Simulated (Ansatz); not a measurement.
# Cutoff, mesh or smearing: what limits a work function? Be(0001), Mg(0001), Ca(111), V(100), Rh(110) and W(110)

One slab of each metal is run with one setting changed at a time. Which setting moves the work function most, and which can be cut?

How it was computed: Ansatz 0.2.0, plane waves with PAW datasets (its set soft_2), PBE; unrelaxed symmetric slabs of 7 layers, 18 Å of vacuum. The reference has 420 eV, the mesh listed and Fermi-Dirac smearing of 0.1 eV; the other columns give the change in eV.

The runs side by side:

| face | mesh | reference (eV) | 300 eV | 600 eV | mesh × 1/3 | mesh × 2/3 | mesh × 3/2 | Gaussian 0.05 | cold 0.1 | Methfessel-Paxton 0.2 | Fermi-Dirac 0.3 |
| --- | --- | --- | --- | --- | --- | --- | --- | --- | --- | --- | --- |
| Be(0001) | 20×20 | 5.319 | +0.001 | 0.000 | −0.028 | −0.081 | −0.005 | +0.053 | +0.044 | +0.025 | −0.081 |
| Mg(0001) | 15×15 | 3.689 | +0.002 | 0.000 | +0.075 | −0.016 | −0.006 | −0.011 | −0.013 | −0.004 | +0.049 |
| Ca(111) | 12×12 | 2.995 | +0.001 | 0.000 | −0.012 | 0.000 | +0.001 | −0.034 | −0.034 | −0.039 | +0.198 |
| V(100) | 14×14 | 3.857 | −0.002 | 0.000 | −0.021 | 0.000 | 0.000 | +0.075 | +0.056 | +0.043 | +0.013 |
| Rh(110) | 11×15 | 4.678 | +0.007 | 0.000 | −0.011 | +0.005 | 0.000 | +0.025 | +0.026 | +0.018 | −0.034 |
| W(110) | 16×16 | 4.900 | +0.001 | 0.000 | −0.223 | +0.020 | −0.006 | +0.006 | +0.008 | +0.010 | +0.003 |

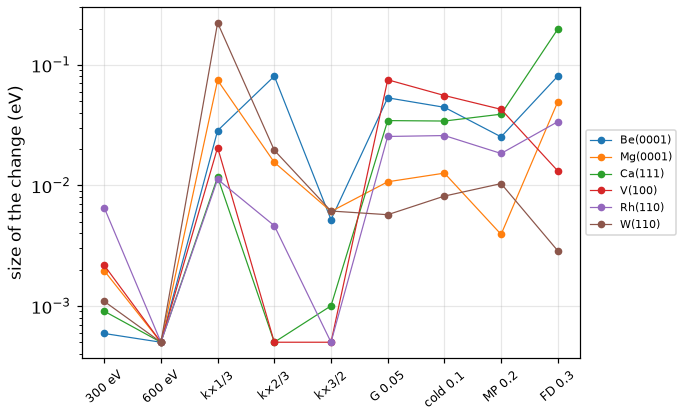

Size of the change against the reference; values under 0.0005 eV are drawn at that line.

**Answer.** The largest change of a row comes from the hot smearing on 3 faces, from the coarsest mesh on 2 and from another setting on 1. Runs at 200 eV and on a still coarser mesh, made as deliberately poor settings, are not listed. 600 eV moves no value by more than 0.001 eV, and 300 eV none by more than 0.007 eV. A mesh with a third of the points along each axis is off by up to 0.22 eV (W(110)) and two thirds by up to 0.081 eV; three halves still move W(110) by 0.006 eV. The three narrow or corrected schemes, nearer to zero temperature, lie −0.04 to +0.06 eV from the reference on average. Fermi-Dirac smearing of 0.3 eV, an electron temperature near 3,500 K, moves Ca(111) by 0.20 eV.

**Limits.** Where those three schemes disagree, their widths or the mesh may be the cause; they were not run on a finer mesh. One setting changes at a time, and errors need not add; the faces are unrelaxed and unreconstructed. The table is a selection: not every member that was run is listed.
